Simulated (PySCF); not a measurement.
## Electronic structure of C$_{5}$H$_{10}$ClNSi$_{2}$ in real space

| atom | x (Å) | y (Å) | z (Å) |
| --- | --- | --- | --- |
| C | 3.3930 | 0.9765 | -0.1312 |
| C | 2.5553 | -0.0472 | -0.1908 |
| Si | 0.8545 | 0.0097 | -0.9923 |
| Si | -0.7786 | -0.2753 | 0.6455 |
| C | -1.4005 | -2.0947 | 0.7011 |
| Cl | 0.0300 | -3.1392 | 0.9313 |
| C | -2.3771 | 0.7495 | 0.2832 |
| C | -2.0471 | 2.1330 | 0.1865 |
| N | -1.7459 | 3.2350 | 0.1151 |
| H | 3.1466 | 1.9319 | -0.5653 |
| H | 4.3595 | 0.9135 | 0.3459 |
| H | 2.8544 | -0.9853 | 0.2623 |
| H | 0.7860 | -1.0595 | -2.0032 |
| H | 0.6824 | 1.2936 | -1.6813 |
| H | -0.4262 | 0.0434 | 2.0406 |
| H | -2.0747 | -2.3112 | 1.5270 |
| H | -1.8734 | -2.4230 | -0.2222 |
| H | -2.8331 | 0.4354 | -0.6570 |
| H | -3.1149 | 0.6233 | 1.0770 |

Geometry: GFN2-xTB.

Theory: PBE0/pcSseg-1, SCF density, gas phase, non-relativistic in PySCF.

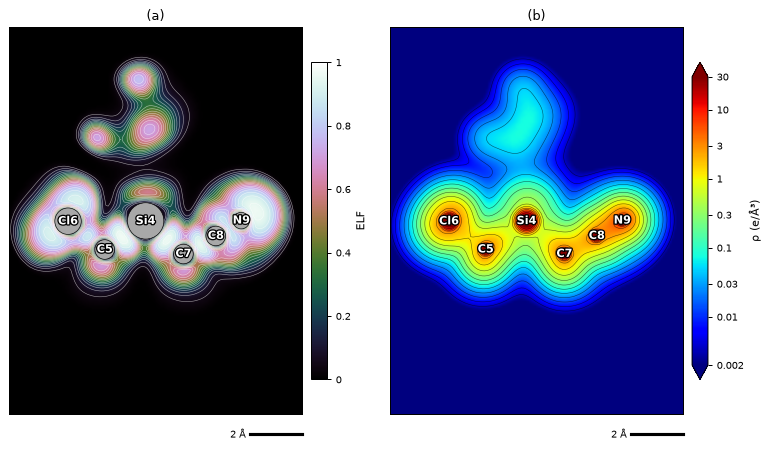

Figure 1. (a) ELF; (b) total electron density on the plane of atoms C5, Si4 and C7. Grey discs cover the atomic cores in the ELF map.

What do the fields say about this system?

The plane passes through Si, C, Cl and N nuclei. C–N (1.14 Å): the density is about 3.6 e/Å³ at the midpoint; the ELF peaks at about 0.85 between the atoms: a multiple bond. C–Cl (1.79 Å): ρ at the midpoint is about 1.3 e/Å³; the ELF peaks at about 0.90 between the atoms, as expected for a shared electron pair. C–C (1.43 Å): ρ is about 1.9 e/Å³ halfway; the ELF peaks at about 0.95 between the atoms, as expected for localised, covalent bonding. The ELF also peaks beside Cl6 and N9, away from the bonds: lone-pair regions.

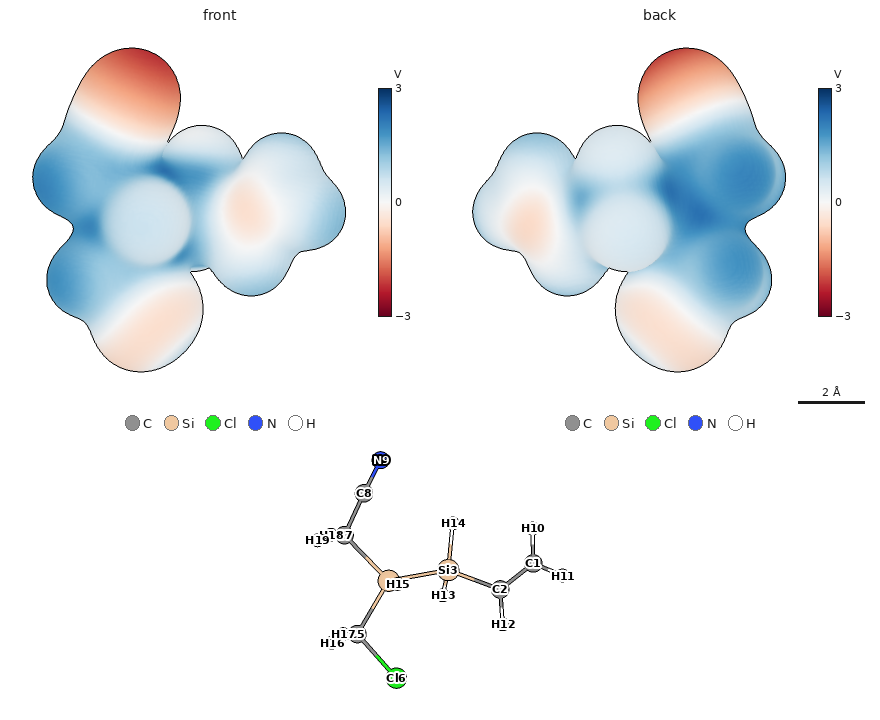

Figure 2. The molecular electrostatic potential painted on the density surface at 0.004 e/bohr³, seen from the front and from behind; the colour scale runs from red (negative) to blue (positive). The bare structure is drawn below in the same view.

Describe the electrostatic potential map.

The most negative region (about −2.1 V) lies over N9, the most positive (about +2.2 V) over Si3 and Si4. Cl6 shows a σ-hole: about +0.7 V at the tip opposite its bond, against about −0.1 V on its flanks. N9 is the likeliest acceptor of a hydrogen bond.
